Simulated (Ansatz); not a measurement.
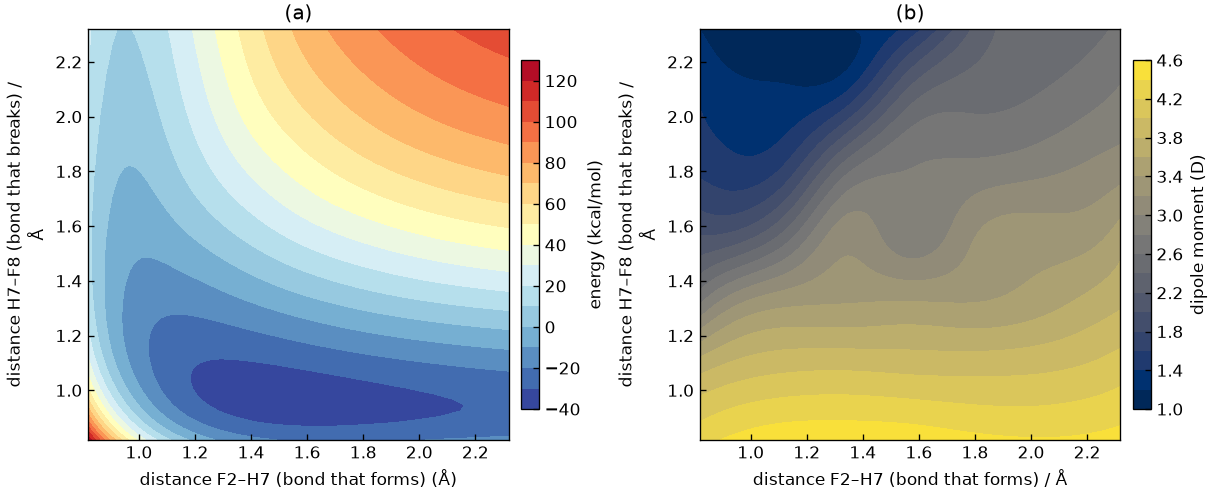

The reacting system AlF₂H₆N. Coordinates scanned: (1) distance F2–H7 (bond that forms); (2) distance H7–F8 (bond that breaks). Relaxed at each point: all other coordinates. The grid has 8 × 8 points. Points are written as (first, second). Energies are in kcal/mol, from a guessed transition structure relaxed with its forming and breaking bonds held. The reference is spin-restricted, so regions where a bond is pulled apart into radicals lie too high. Method: Ansatz 0.2.0, RKS r2SCAN-D4/def2-SVP.

Panel (a) is the energy; panel (b) is the computed dipole moment, in D.

The picture shows filled contours. Between grid points the surface is interpolated.

Question: How does the dipole moment vary over the map, and what is it at the lowest grid point?

Answer: Leaving out the highest fifth of the energies, it runs from 1.03 D at (0.951 Å, 2.319 Å) to 4.54 D at (1.339 Å, 0.819 Å). At the lowest grid point, (1.564 Å, 0.951 Å), it is 4.24 D.

```
second ↓, first →  0.819  0.951  1.132  1.339  1.564  1.804  2.056  2.319
            2.319   1.20   1.03   1.06   1.18   1.47   2.25   2.53   2.64
            2.056   1.39   1.26   1.25   1.51   2.35   2.55   2.64   2.85
            1.804   1.56   1.47   1.69   2.54   2.80   2.86   2.96   3.12
            1.564   2.01   2.07   2.51   3.12   2.85   3.20   3.30   3.49
            1.339   2.70   3.09   3.29   3.36   3.36   3.37   3.50   3.74
            1.132   3.56   3.75   3.84   3.85   3.83   3.82   3.87   4.03
            0.951   4.06   4.18   4.25   4.27   4.24   4.19   4.19   4.29
            0.819   4.34   4.45   4.53   4.54   4.52   4.45   4.41   4.47
```
